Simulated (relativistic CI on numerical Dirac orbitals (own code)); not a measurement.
**Hf²⁺: 4d photoemission multiplets**

Aim: the 4d photoemission spectrum of Hf²⁺ in 3 surroundings, from the same atomic integrals.

The numbers are computed with relativistic CI on numerical Dirac orbitals (own code) version 1 (Dirac-Coulomb-Breit CI, KLI orbitals optimised for each configuration, model QED (radiative potential, 1s self-energy scaled to tabulated hydrogen-like ionisation energies), valence Slater integrals scaled by 0.9, multiplet model of photoemission in the sudden approximation in a parametric crystal field), except any that are marked as measured or tabulated.

## 1. The atom as given

* ion: Hf²⁺ (Hf III)
* nuclear charge: 72
* electrons: 70
* configurations: [Xe] 4f14 5d2 → [Kr] 4d9 4f14 5s2 5p6 5d2
* temperature: 300 K
* widths: Lorentz 2.45 eV, Gauss 0.6 eV
* surrounding 1: Oh, 10Dq = 34700 cm⁻¹
* surrounding 2: Oh, 10Dq = 44400 cm⁻¹
* surrounding 3: Oh, 10Dq = 54150 cm⁻¹

## 2. Surrounding 1: Oh, 10Dq = 34700

Settings, as recorded:

```ini
atom Hf  Z=72  charge=2  electrons=70
nucleus A=180  rms_radius_fm=5.3470
hamiltonian dirac-coulomb  breit=on  qed=on  c_scale=1
orbitals kli  potential=per-configuration
slater_scale 0.9
correlation none
mixing on
configurations
  [Xe] 4f14 5d2
  [Kr] 4d9 4f14 5s2 5p6 5d2
end
photoemission 4d T=300 lorentz=2.45 gauss=0.6
crystal_field Oh 10Dq=34700
```

Results of the run (chosen fields of its result record, rounded):

```text
{
  "status": "converged",
  "curve, one point in 4 above 2 % of the maximum [energy, intensity] [eV; 1/eV]": [
    [228.2, 0.002922],
    [229, 0.003435],
    [229.8, 0.004103],
    [230.6, 0.004994],
    [231.4, 0.006223],
    [232.2, 0.007985],
    [233, 0.01064],
    [233.8, 0.0149],
    [234.6, 0.02232],
    [235.4, 0.03651],
    [236.2, 0.06582],
    [237, 0.1168],
    [237.8, 0.1431],
    [238.6, 0.1023],
    [239.4, 0.05829],
    [240.2, 0.03456],
    [241, 0.02292],
    [241.8, 0.01732],
    [242.6, 0.01477],
    [243.4, 0.01401],
    [244.2, 0.0145],
    [245, 0.01647],
    [245.8, 0.02183],
    [246.6, 0.03426],
    [247.4, 0.06005],
    [248.2, 0.08959],
    [249, 0.08195],
    [249.8, 0.05308],
    [250.6, 0.03222],
    [251.4, 0.01968],
    [252.2, 0.01294],
    [253, 0.009363],
    [253.8, 0.007232],
    [254.6, 0.005734],
    [255.4, 0.004533],
    [256.2, 0.003604],
    [257, 0.002952]
  ],
  "sticks, the strongest [energy, strength] [eV, share]": [
    [237.39, 0.03549],
    [237.42, 0.1047],
    [237.54, 0.0327],
    [237.67, 0.07164],
    [237.78, 0.03666],
    [237.79, 0.03699],
    [237.8, 0.06354],
    [237.81, 0.03229],
    [248.15, 0.06678],
    [248.16, 0.03847],
    [248.34, 0.03199],
    [248.41, 0.04515],
    [248.42, 0.03233],
    [248.45, 0.04413]
  ],
  "centroid [eV]": 242.085,
  "spread [eV]": 5.3558,
  "peak [eV]": 237.6,
  "ground_S": 0.991984,
  "radial 4d9 5d2 [Ha, bohr]": {"<r^-3>(4d)": 102.93, "<r^1>(4d)": 0.53277, "<r^2>(4d)": 0.3289, "<r^4>(4d)": 0.17468, "zeta(4d)": 0.15716, "<r^-3>(5d)": 7.6133, "<r^1>(5d)": 1.8509, "<r^2>(5d)": 3.9539, "<r^4>(5d)": 25.965, "F2(5d,5d)": 0.25571, "F4(5d,5d)": 0.16911, "F2(4d,5d)": 0.11984, "F4(4d,5d)": 0.048835, "G0(4d,5d)": 0.0248, "G2(4d,5d)": 0.029602, "G4(4d,5d)": 0.024431, "zeta(5d)": 0.0088296}
}
```

Run time: 0.44 s. Hardware: 1 thread, shared host.

## 3. Surrounding 2: Oh, 10Dq = 44400

Settings: those of step 2 with these lines changed.

```diff
@@ -12,2 +12,2 @@
 photoemission 4d T=300 lorentz=2.45 gauss=0.6
-crystal_field Oh 10Dq=34700
+crystal_field Oh 10Dq=44400
```

From the record:

```text
{
  "status": "converged",
  "curve, one point in 6 above 2 % of the maximum [energy, intensity] [eV; 1/eV]": [
    [228.2, 0.002917],
    [229.4, 0.003739],
    [230.6, 0.004983],
    [231.8, 0.007001],
    [233, 0.0106],
    [234.2, 0.01798],
    [235.4, 0.03629],
    [236.6, 0.08877],
    [237.8, 0.1431],
    [239, 0.07849],
    [240.2, 0.03497],
    [241.4, 0.01943],
    [242.6, 0.01428],
    [243.8, 0.01382],
    [245, 0.0171],
    [246.2, 0.02711],
    [247.4, 0.05961],
    [248.6, 0.0911],
    [249.8, 0.0534],
    [251, 0.02552],
    [252.2, 0.0129],
    [253.4, 0.007832],
    [254.6, 0.005523],
    [255.8, 0.00413],
    [257, 0.003053]
  ],
  "sticks, the strongest [energy, strength] [eV, share]": [
    [237.39, 0.06016],
    [237.42, 0.08195],
    [237.8, 0.0738],
    [237.82, 0.06757],
    [248.15, 0.06541],
    [248.16, 0.03836],
    [248.42, 0.04625],
    [248.46, 0.04282]
  ],
  "centroid [eV]": 242.092,
  "spread [eV]": 5.35331,
  "peak [eV]": 237.6,
  "ground_S": 0.992339
}
```

Run time: 0.45 s. Hardware: 1 thread, shared host.

## 4. Surrounding 3: Oh, 10Dq = 54150

Settings: those of step 3 with these lines changed.

```diff
@@ -12,2 +12,2 @@
 photoemission 4d T=300 lorentz=2.45 gauss=0.6
-crystal_field Oh 10Dq=44400
+crystal_field Oh 10Dq=54150
```

From the record:

```text
{
  "status": "converged",
  "curve, one point in 6 above 2 % of the maximum [energy, intensity] [eV; 1/eV]": [
    [228.2, 0.002913],
    [229.4, 0.003733],
    [230.6, 0.004973],
    [231.8, 0.006984],
    [233, 0.01057],
    [234.2, 0.01791],
    [235.4, 0.03609],
    [236.6, 0.08822],
    [237.8, 0.1431],
    [239, 0.0792],
    [240.2, 0.03534],
    [241.4, 0.01948],
    [242.6, 0.01404],
    [243.8, 0.01337],
    [245, 0.01696],
    [246.2, 0.02805],
    [247.4, 0.05955],
    [248.6, 0.09055],
    [249.8, 0.05341],
    [251, 0.02592],
    [252.2, 0.01303],
    [253.4, 0.007731],
    [254.6, 0.005286],
    [255.8, 0.004005],
    [257, 0.003135]
  ],
  "sticks, the strongest [energy, strength] [eV, share]": [
    [237.39, 0.05936],
    [237.43, 0.07797],
    [237.68, 0.06913],
    [237.81, 0.07395],
    [237.83, 0.09221],
    [248.15, 0.0655],
    [248.43, 0.04673],
    [248.47, 0.04204]
  ],
  "centroid [eV]": 242.097,
  "spread [eV]": 5.35167,
  "peak [eV]": 237.8,
  "ground_S": 0.992561
}
```

Wall time 0.44 s (1 thread, shared host).

## 5. The spectra side by side

| surrounding | ground S | centroid (eV) | spread (eV) | up to four highest peaks (% of the highest), eV |
| --- | --- | --- | --- | --- |
| 1: Oh | 0.99 | 242.09 | 5.36 | 237.6 (100), 248.4 (64) |
| 2: Oh | 0.99 | 242.09 | 5.35 | 237.6 (100), 248.4 (64) |
| 3: Oh | 0.99 | 242.10 | 5.35 | 237.8 (100), 248.4 (64) |

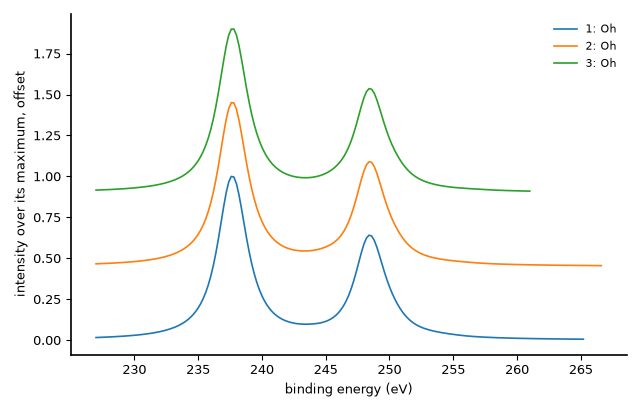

The spectra, each scaled to its maximum and offset.

## 6. Results

```
                           quantity     value
            highest peak, first run  237.6 eV
ground spin (effective S from ⟨S²⟩)      0.99
```

In words: The highest peak stays in place, within the step of the energy grid, in all surroundings. Energies are those of the free ion without screening by ligands; binding energies in solids differ by tens of eV.
